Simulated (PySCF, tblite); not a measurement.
# C₄H₇FO₂: geometry, infrared bands and NMR shifts

What infrared bands and NMR shifts should C₄H₇FO₂ (`CO[C@@H]1C[C@@H](F)O1`) show?

The runs use tblite 0.8.0 and PySCF 2.14.0, with density-fitted response routines of our own; the level of theory stands in each step. All values are computed, except where a source is named. Atoms count from 0, in the outputs and in this text.

## Step 1: Starting geometry

14 atoms, charge 0, multiplicity 1; geometry from: force field or distance geometry start.

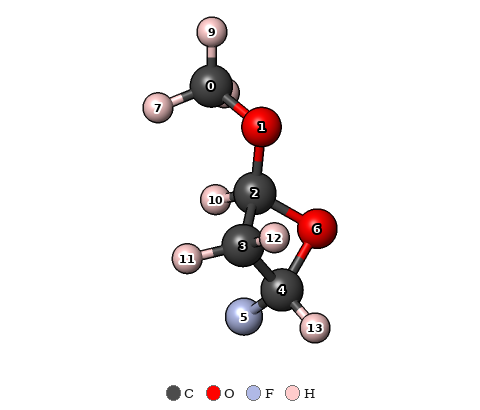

The starting geometry (carbon dark grey, oxygen red, fluorine light blue, hydrogen pink), atoms numbered; sticks join atoms by distance.

## Step 2: Geometry optimisation with GFN2-xTB

The job: settings as JSON, then the geometry in Å.

```
{"job": {"kind": "relax", "xc": "GFN2-xTB", "basis": "xTB"}, "charge": 0, "multiplicity": 1}
C      2.190500    -0.111800    -0.369100
O      0.982300    -0.818000    -0.604500
C     -0.030200     0.070900    -0.290800
C     -0.970300    -0.546700     0.728500
C     -1.930600     0.310600    -0.027400
F     -1.933100     1.655800     0.295200
O     -1.124000     0.081300    -1.166900
H      2.243000     0.228200     0.694500
H      2.107800     0.800800    -1.003600
H      3.067900    -0.717800    -0.589100
H      0.291900     1.076000     0.030900
H     -0.753000    -0.256900     1.781900
H     -1.216800    -1.606600     0.571000
H     -2.926000    -0.166500    -0.072500
```

Launch:

```
$ OMP_NUM_THREADS=1 python probes_run.py task.json out
```

One launch serves the whole session: the jobs run in the order shown.

What it wrote:

```text
step      E/eV     max force
  0    -678.54169    3.248
  1    -678.85237    1.073
  2    -679.00327    0.914
  3    -679.10973    0.767
  4    -679.16470    0.583
  5    -679.21651    0.610
  6    -679.25215    0.591
  7    -679.28234    0.373
  8    -679.30091    0.293
  9    -679.31392    0.342
 10    -679.32681    0.439
 11    -679.34554    0.511
 12    -679.37001    0.458
 13    -679.39122    0.342
 14    -679.40510    0.392
 15    -679.41850    0.377
 16    -679.43154    0.333
 17    -679.44532    0.312
 18    -679.46093    0.336
 19    -679.47804    0.405
 20    -679.49740    0.415
 21    -679.51889    0.327
 22    -679.53872    0.336
 23    -679.55341    0.271
 24    -679.56301    0.376
 25    -679.56612    0.438
 26    -679.57695    0.237
 27    -679.58331    0.168
 28    -679.58932    0.100
 29    -679.59263    0.115
 30    -679.59587    0.175
 31    -679.59839    0.163
 32    -679.60283    0.179
 33    -679.60642    0.179
 34    -679.61054    0.127
 35    -679.61394    0.139
 36    -679.61693    0.135
 37    -679.62005    0.208
 38    -679.62400    0.214
 39    -679.62922    0.169
 40    -679.63498    0.150
 41    -679.63744    0.133
 42    -679.64099    0.117
 43    -679.64334    0.125
 44    -679.64653    0.211
 45    -679.64822    0.220
 46    -679.65268    0.155
 47    -679.65660    0.131
 48    -679.66154    0.189
 49    -679.66498    0.240
 50    -679.66925    0.234
 51    -679.67408    0.191
 52    -679.67871    0.167
 53    -679.68260    0.131
 54    -679.68542    0.138
 55    -679.68752    0.168
 56    -679.69011    0.175
 57    -679.69491    0.182
 58    -679.70006    0.188
 59    -679.70513    0.210
 60    -679.70981    0.175
 61    -679.71442    0.153
 62    -679.71762    0.163
 63    -679.71795    0.175
 64    -679.72062    0.097
 65    -679.72129    0.095
 66    -679.72240    0.070
 67    -679.72275    0.061
 68    -679.72308    0.036
 69    -679.72328    0.041
 70    -679.72365    0.055
 71    -679.72412    0.074
 72    -679.72465    0.064
 73    -679.72508    0.050
 74    -679.72551    0.059
 75    -679.72613    0.081
 76    -679.72710    0.112
 77    -679.72832    0.109
 78    -679.72949    0.069
 79    -679.73034    0.066
 80    -679.73094    0.074
 81    -679.73154    0.071
 82    -679.73205    0.067
 83    -679.73248    0.068
 84    -679.73285    0.060
 85    -679.73333    0.078
 86    -679.73408    0.066
 87    -679.73472    0.063
 88    -679.73524    0.067
 89    -679.73571    0.071
 90    -679.73610    0.049
 91    -679.73633    0.031
 92    -679.73641    0.019
 93    -679.73648    0.028
 94    -679.73652    0.015
 95    -679.73655    0.010
 96    -679.73656    0.009
```

It took 0.37 s on 1 thread of Arm Neoverse V2, shared host.

Step by step: (not every step is listed)

| step | energy from step 0 (eV) | largest force (eV/Å) |
| --- | --- | --- |
| 0 | 0.0000 | 3.2479 |
| 1 | -0.3107 | 1.0728 |
| 2 | -0.4616 | 0.9139 |
| 3 | -0.5680 | 0.7674 |
| 4 | -0.6230 | 0.5834 |
| 5 | -0.6748 | 0.6095 |
| 6 | -0.7105 | 0.5913 |
| 7 | -0.7406 | 0.3734 |
| 8 | -0.7592 | 0.2926 |
| 16 | -0.8899 | 0.3333 |
| 24 | -1.0213 | 0.3762 |
| 32 | -1.0611 | 0.1793 |
| 40 | -1.0933 | 0.1495 |
| 48 | -1.1198 | 0.1892 |
| 56 | -1.1484 | 0.1752 |
| 64 | -1.1789 | 0.0968 |
| 72 | -1.1830 | 0.0641 |
| 80 | -1.1893 | 0.0742 |
| 88 | -1.1935 | 0.0669 |
| 91 | -1.1946 | 0.0309 |
| 92 | -1.1947 | 0.0194 |
| 93 | -1.1948 | 0.0279 |
| 94 | -1.1948 | 0.0147 |
| 95 | -1.1949 | 0.0100 |
| 96 | -1.1949 | 0.0087 |

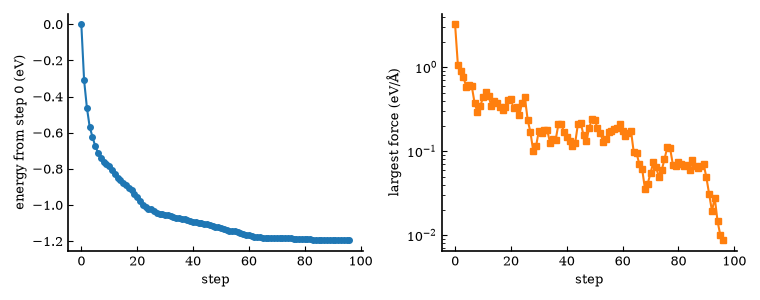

Energy and force, step by step.

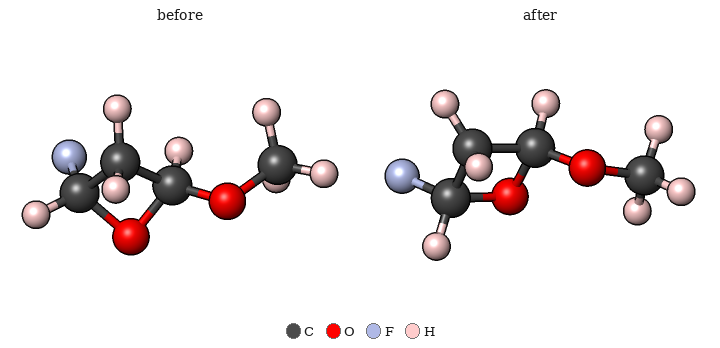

Before and after, at one scale.

Close pairs (by a distance rule), those that changed most:

| bond | before (Å) | after (Å) | change (Å) |
| --- | --- | --- | --- |
| C2–O6 | 1.401 | 1.443 | +0.042 |
| C3–C4 | 1.493 | 1.528 | +0.035 |
| C3–H11 | 1.114 | 1.085 | -0.029 |
| C0–H7 | 1.118 | 1.095 | -0.022 |
| C0–H8 | 1.115 | 1.092 | -0.022 |
| C4–O6 | 1.415 | 1.396 | -0.019 |
| C2–C3 | 1.518 | 1.534 | +0.016 |
| C3–H12 | 1.100 | 1.085 | -0.015 |

The final coordinates are the input of the step that follows.

## Step 3: Infrared spectrum with GFN2-xTB

The job: settings as JSON, then the geometry in Å.

```
{"job": {"kind": "ir", "xc": "GFN2-xTB", "basis": "xTB"}, "charge": 0, "multiplicity": 1}
C      2.171487    -0.191268    -0.681513
O      1.053145    -0.733097    -0.000227
C      0.120389     0.204410     0.368412
C     -1.156453    -0.423322     0.940500
C     -1.832906     0.245339    -0.255062
F     -2.684277     1.253222     0.108080
O     -0.625313     0.752298    -0.739078
H      2.706837     0.519215    -0.042267
H      1.856038     0.313224    -1.597675
H      2.814977    -1.034174    -0.920181
H      0.573768     1.020942     0.953862
H     -1.476692    -0.049547     1.907339
H     -1.143905    -1.507497     0.916210
H     -2.377774    -0.370218    -0.980565
```

What it wrote:

```text
mode    cm-1     km/mol
  1      66.4      0.66
  2     106.8     10.74
  3     164.9      1.51
  4     226.5      7.70
  5     353.1      2.29
  6     394.3      9.89
  7     477.0      1.83
  8     588.7     17.30
  9     761.0      1.75
 10     834.7     22.84
 11     945.3     75.68
 12     963.2    201.39
 13    1019.8     11.28
 14    1040.2     22.76
 15    1061.8    107.26
 16    1086.9    206.09
 17    1104.4     13.30
 18    1129.0      2.30
 19    1133.9      8.31
 20    1190.2     36.17
 21    1194.9     19.50
 22    1228.5     47.32
 23    1250.0     44.71
 24    1295.7     35.08
 25    1323.0     30.21
 26    1392.0      1.88
 27    1418.3      8.66
 28    1455.9      7.48
 29    1477.0      6.02
 30    2834.6     72.28
 31    2915.9     42.38
 32    2926.5     45.48
 33    2968.6     21.97
 34    3038.0     11.19
 35    3049.4      5.90
 36    3062.7      7.09
```

Run time: 0.25 s. Hardware: 1 thread of Arm Neoverse V2, shared host.

The strongest bands and the atoms that carry them (share of the mass-weighted mode):

| cm⁻¹ | km/mol | atoms |
| --- | --- | --- |
| 945 | 75.7 | C3 24 %, O6 19 %, C4 13 %, H11 11 % |
| 963 | 201.4 | C2 48 %, O6 25 % |
| 1062 | 107.3 | O6 21 %, C4 16 %, H13 14 %, O1 11 % |
| 1087 | 206.1 | C4 33 % |
| 1228 | 47.3 | H13 29 %, C4 21 %, C3 21 %, H11 11 % |
| 1250 | 44.7 | H10 42 %, C2 28 % |
| 2835 | 72.3 | H10 93 % |
| 2926 | 45.5 | H7 91 % |

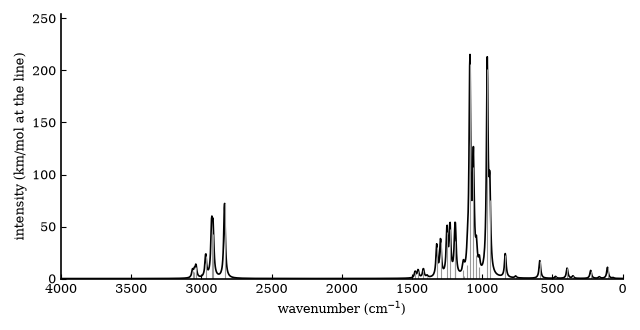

The infrared spectrum from these modes, unscaled. Lines are broadened to a width of 14 cm⁻¹ (Lorentzian).

## Step 4: Shielding tensors: PBE0/pcSseg-1

Same as in step 3 but for these lines:

```diff
@@ -1,2 +1,2 @@
-{"job": {"kind": "ir", "xc": "GFN2-xTB", "basis": "xTB"}, "charge": 0, "multiplicity": 1}
+{"job": {"kind": "nmr", "xc": "PBE0", "basis": "pcSseg-1"}, "charge": 0, "multiplicity": 1}
 C      2.171487    -0.191268    -0.681513
```

Method: GIAO PBE0/pcSseg-1 NMR shielding, non-relativistic, gas phase.

What it wrote:

```text
coarse grid: 11944 points
cycle   1  E = -406.2118802505  dE =  1.106e+00  |g| = 8.657e-01  |ddm| = 3.177e+00
cycle   2  E = -406.0793519080  dE =  1.325e-01  |g| = 1.251e+00  |ddm| = 1.269e+00
cycle   3  E = -406.3408111007  dE = -2.615e-01  |g| = 7.324e-02  |ddm| = 7.760e-01
cycle   4  E = -406.3415902577  dE = -7.792e-04  |g| = 3.955e-02  |ddm| = 6.929e-02
cycle   5  E = -406.3418782171  dE = -2.880e-04  |g| = 1.003e-02  |ddm| = 3.002e-02
cycle   6  E = -406.3418921592  dE = -1.394e-05  |g| = 4.213e-03  |ddm| = 8.672e-03
cycle   7  E = -406.3418954550  dE = -3.296e-06  |g| = 4.538e-04  |ddm| = 2.779e-03
final grid: 116456 points
cycle   8  E = -406.4118843812  dE = -2.714e-05  |g| = 1.404e-02  |ddm| = 2.337e-02
cycle   9  E = -406.4118481379  dE =  3.624e-05  |g| = 2.030e-02  |ddm| = 1.797e-02
cycle  10  E = -406.4119191473  dE = -7.101e-05  |g| = 1.137e-03  |ddm| = 1.105e-02
cycle  11  E = -406.4119194237  dE = -2.763e-07  |g| = 2.221e-04  |ddm| = 9.711e-04
cycle  12  E = -406.4119194292  dE = -5.486e-09  |g| = 1.380e-04  |ddm| = 2.077e-04
cycle  13  E = -406.4119194322  dE = -2.992e-09  |g| = 1.978e-05  |ddm| = 9.462e-05
cycle  14  E = -406.4119194322  dE = -6.639e-11  |g| = 7.774e-06  |ddm| = 1.807e-05
converged SCF energy = -406.4119194322

GIAO shielding tensors (ppm)
atom      isotropic    diamagn.    paramagn.     s11        s22        s33       span
  0 C      129.790     244.860    -115.070     95.870    110.479    183.020     87.150
  1 O      253.777     397.524    -143.747    189.437    271.013    300.882    111.446
  2 C       81.030     244.037    -163.008     57.035     88.056     97.999     40.964
  3 C      145.039     252.885    -107.846    127.202    135.920    171.995     44.792
  4 C       72.328     242.694    -170.366     46.733     72.868     97.384     50.651
  5 F      300.163     469.880    -169.717    228.024    321.964    350.501    122.477
  6 O      176.588     400.543    -223.955    136.821    153.677    239.267    102.446
  7 H       28.527      28.845      -0.318     24.965     26.161     34.457      9.492
  8 H       27.871      29.523      -1.651     23.567     26.585     33.462      9.895
  9 H       27.908      28.295      -0.387     24.036     25.808     33.880      9.844
 10 H       26.018      31.057      -5.039     22.398     27.158     28.499      6.102
 11 H       28.890      29.750      -0.859     26.142     27.491     33.038      6.896
 12 H       29.046      30.622      -1.576     26.195     28.373     32.571      6.376
 13 H       25.442      28.459      -3.017     21.049     26.572     28.706      7.657
```

Run time: 16 s. Hardware: 1 thread of Arm Neoverse V2, shared host; peak memory 0.72 GiB.

Shifts follow as δ = σ(reference) − σ, with reference shieldings (ppm) from runs at the same level and on the same kind of geometry: ¹H TMS 31.72, ¹³C TMS 186.9, ¹⁹F CFCl3 170.9, ¹⁷O H2O 336.1. The references are single molecules in the gas phase, so shifts against H2O, NH3, PH3, H3PO4 or CFCl3 are not on the usual liquid scales and can be off by tens of ppm. Atoms listed in one row are averaged.

| atoms | environment | σ (ppm) | δ (ppm) | δ scaled to CDCl3 |
| --- | --- | --- | --- | --- |
| C4 | sp3 CH bonded to F and O | 72.3 | 114.6 | 109.9 |
| C2 | sp3 carbon bearing two oxygens | 81.0 | 105.9 | 101.4 |
| C0 | methyl carbon bonded to O | 129.8 | 57.1 | 53.8 |
| C3 | sp3 CH2 in a ring | 145.0 | 41.9 | 39.0 |
| H13 | hydrogen on an sp3 CH bonded to F and O | 25.44 | 6.27 | 6.02 |
| H10 | hydrogen on an sp3 carbon bearing two oxygens | 26.02 | 5.70 | 5.48 |
| H7, H8, H9 | hydrogen on a methyl carbon bonded to O | 28.10 | 3.61 | 3.51 |
| H11 | hydrogen on an sp3 CH2 in a ring | 28.89 | 2.83 | 2.77 |
| H12 | hydrogen on an sp3 CH2 in a ring | 29.05 | 2.67 | 2.62 |
| O6 | ether oxygen | 176.6 | 159.5 | – |
| O1 | ether oxygen | 253.8 | 82.3 | – |
| F5 | fluorine on an sp3 carbon | 300.2 | -129.2 | – |

The scaled column applies a straight-line fit of computed shieldings to shifts measured in CDCl3, and one for carbons that bear F (root-mean-square error 0.16 ppm for H, 1.9 ppm for C).

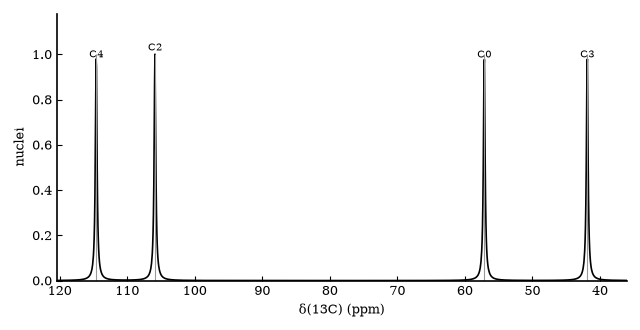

¹³C lines at the computed shifts, without couplings. Lines are broadened to a width of 0.29 ppm (Lorentzian).

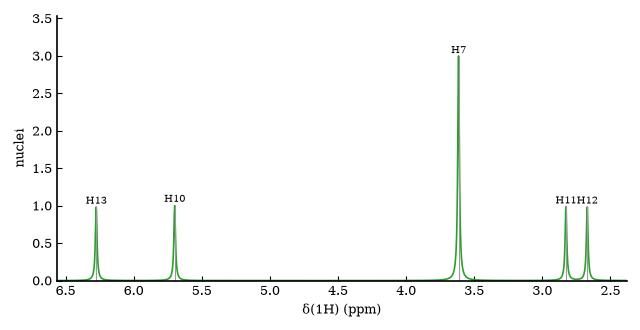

¹H lines at the computed shifts, without couplings. Lines are broadened to a width of 0.01 ppm (Lorentzian).

The run also stored atomic charges by several schemes (e):

| atoms | Mulliken | IAO | Hirshfeld | ESP fit |
| --- | --- | --- | --- | --- |
| C0 | -0.04 | -0.21 | -0.04 | -0.14 |
| O1 | -0.49 | -0.38 | -0.14 | -0.37 |
| C2 | 0.33 | 0.28 | 0.11 | 0.54 |
| C3 | -0.27 | -0.33 | -0.09 | -0.61 |
| C4 | 0.44 | 0.37 | 0.13 | 0.62 |
| F5 | -0.32 | -0.32 | -0.13 | -0.30 |
| O6 | -0.49 | -0.43 | -0.17 | -0.49 |

Hirshfeld charges:

C0 -0.04; O1 -0.14; C2 0.11; C3 -0.09; C4 0.13; F5 -0.13; O6 -0.17; H7 0.04; H8 0.04; H9 0.05; H10 0.04; H11 0.05; H12 0.05; H13 0.05

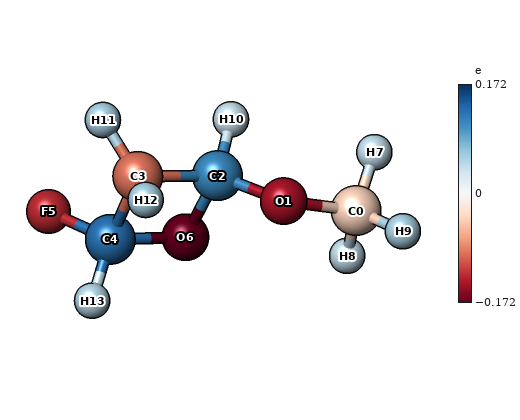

Hirshfeld charges, as colours on the atoms.

Mayer bond orders: C0–O1 0.90, O1–C2 1.02, C2–C3 1.03, C3–C4 1.03, C4–F5 0.94, C4–O6 1.01, O6–C2 0.92.

Ring of atoms C2, C3, C4, O6: NICS(0) -0.7, NICS(1) -0.2, NICS(1)zz 3.6 ppm (means of both faces).

## Step 5: What came out

| quantity | value |
| --- | --- |
| strongest single infrared mode (GFN2-xTB) | 1087 cm⁻¹, 206 km/mol |
| zero-point energy (GFN2-xTB) | 67.9 kcal/mol |
| ¹³C shifts against TMS (PBE0/pcSseg-1) | 114.6, 105.9, 57.1, 41.9 ppm |
| ¹H shifts against TMS (PBE0/pcSseg-1, means over atoms taken as alike) | 6.27, 5.70, 3.61, 2.83, 2.67 ppm |
| ¹⁷O shifts against H2O (PBE0/pcSseg-1) | 159.5, 82.3 ppm |
| ¹⁹F shifts against CFCl3 (PBE0/pcSseg-1) | -129.2 ppm |

The optimisation took 96 steps and gained 1.195 eV; among the close pairs (by a distance rule), C2–O6 changed most, from 1.401 to 1.443 Å. No mode is imaginary among the 36: a minimum at this level. The strongest single mode, at 1087 cm⁻¹, is spread over many atoms; the largest shares are those of C4. GFN2-xTB is a fitted tight-binding method: band positions and strengths are rough. Its intensities can rank the bands wrongly. The most deshielded hydrogen is H13 (hydrogen on an sp3 CH bonded to F and O), at 6.27 ppm: its carbon carries F and O, hence the downfield position. At PBE0/pcSseg-1: Shielding is most anisotropic at F5 (span 122 ppm, paramagnetic term -170 ppm).
